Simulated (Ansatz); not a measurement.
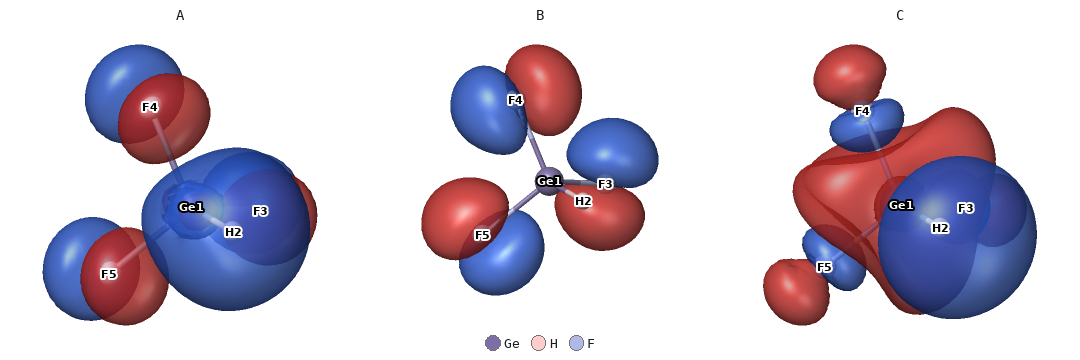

F3GeH. Three frontier orbitals at ±0.08 Å⁻³ᐟ² (red and blue are the two phases), in no order.

Geometry: PBE0-D4/def2-TZVP.

These are results of Ansatz, RKS PBE0-D4/def2-TZVP, not measurements.

Input file:

```
crystal:
  periodic: [false, false, false]
  atoms:
    - {symbol: Ge, position_ang: [0.000585, -0.000977, 0.086460]}
    - {symbol: H, position_ang: [0.011110, -0.018094, 1.602593]}
    - {symbol: F, position_ang: [1.574802, 0.010843, -0.573731]}
    - {symbol: F, position_ang: [-0.796949, 1.371128, -0.542295]}
    - {symbol: F, position_ang: [-0.789549, -1.362889, -0.573018]}
basis:
  gaussian: {orbitals: def2-TZVP, initial_orbitals: start.molden}
hamiltonian: {xc: pbe0, dispersion: d4}
scf: {omitted_lower_state_checks: [starts]}
output: {orbitals: {seedname: orbitals}}
```

Command:

```sh
ansatz run in.yaml --threads 2 --pin off --events-out ev --progress --plain --max-ram 32768MiB --backend cpu
```

Which picture is the HOMO−1, the HOMO and the LUMO?

Answer. B is the HOMO−1 (−11.95 eV). Its weight (Hirshfeld) is mainly on F4 (about 30 %), F3 (about 30 %) and F5 (about 30 %); largely a combination of lone pairs on F4, F3 and F5. A is the HOMO (−11.35 eV). Its weight (Hirshfeld) is mainly on H2 (about 25 %), Ge1 (about 20 %), F3 (about 15 %), F4 (about 15 %) and F5 (about 15 %). C is the LUMO (−0.46 eV). It lies mainly on Ge1 (about 45 %), H2 (about 25 %), F3 (about 10 %), F4 (about 10 %) and F5 (about 10 %).

What is the HOMO–LUMO gap?

Answer. 10.89 eV between the orbital energies.
